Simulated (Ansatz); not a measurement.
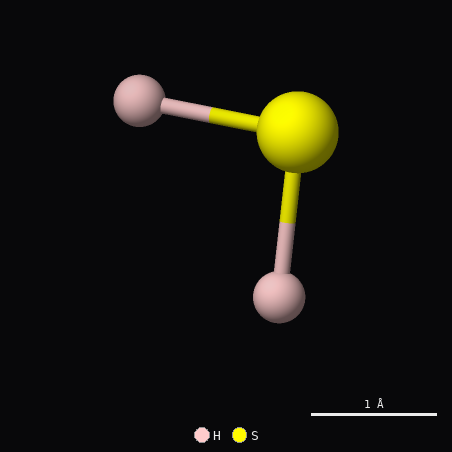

The picture shows a molecular structure as a ball-and-stick model.

**Which formula does it have?**

H₂S, 3 atoms: 2 hydrogen and 1 sulfur.

**How many bonds of each kind are drawn?**

2 S–H. Sticks follow a distance rule.

**Give the symmetry (Schoenflies symbol).**

C2v.

The parts below concern this one geometry. Atoms keep their numbers from picture to picture. Computed geometry: PBE0-D4/def2-TZVP optimisation.

Shape

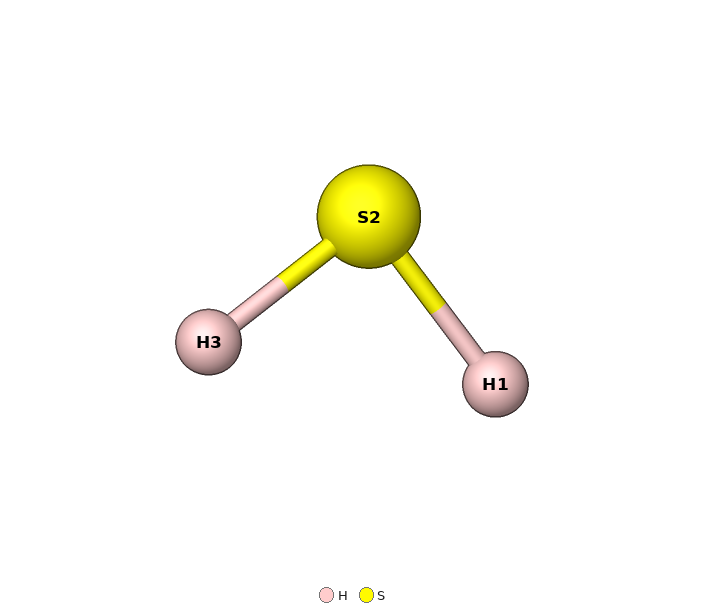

The atoms are numbered.

Give the bond lengths.

```csv
bond,length (Å)
H1–S2,1.341
S2–H3,1.341
```

Vibrations

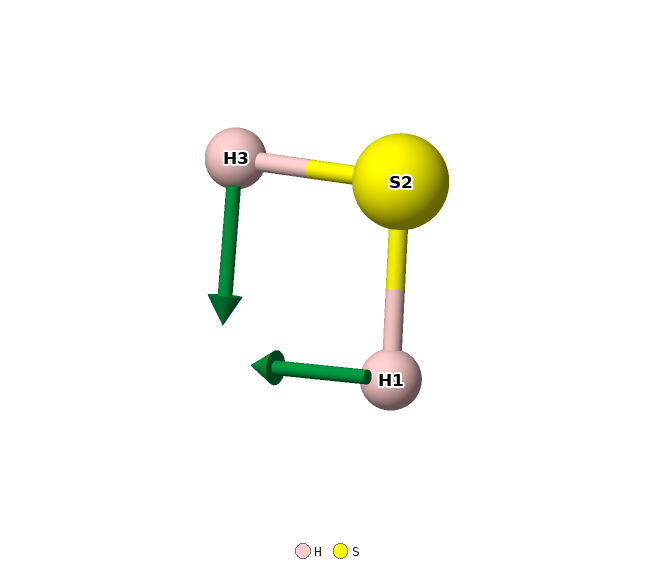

The arrows show one normal mode. Harmonic vibrations computed with RKS PBE0-D4/def2-TZVP (Ansatz 0.2.0) at a stationary point of the same level.

**Describe the motion.**

Mostly H–S–H bending.

**At what wavenumber does it lie?**

1209 cm⁻¹; it is mode 1 of 3 counted from the lowest.

Dipole moment

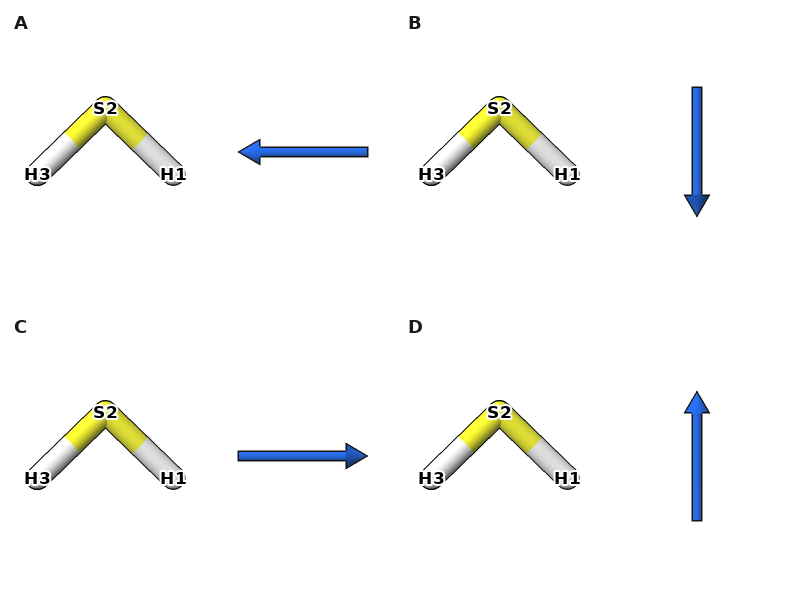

The same molecule four times, each with an arrow. Method: RKS PBE0-D4/def2-TZVP (Ansatz 0.2.0).

**Which arrow points along the dipole moment, from the negative to the positive end?**

B. The dipole moment is 1.16 D; it points from the side of S2 to the side of H1, H3 (the outermost atoms at the two ends).

Charges

The questions are on Mulliken charges. Properties computed with RKS PBE0-D4/def2-TZVP (Ansatz 0.2.0).

List the Mulliken charges.

```csv
atom,value (e)
H1,0.17
S2,−0.35
H3,0.17
```

Mulliken values depend strongly on the basis set and can even reverse the polarity of a bond.
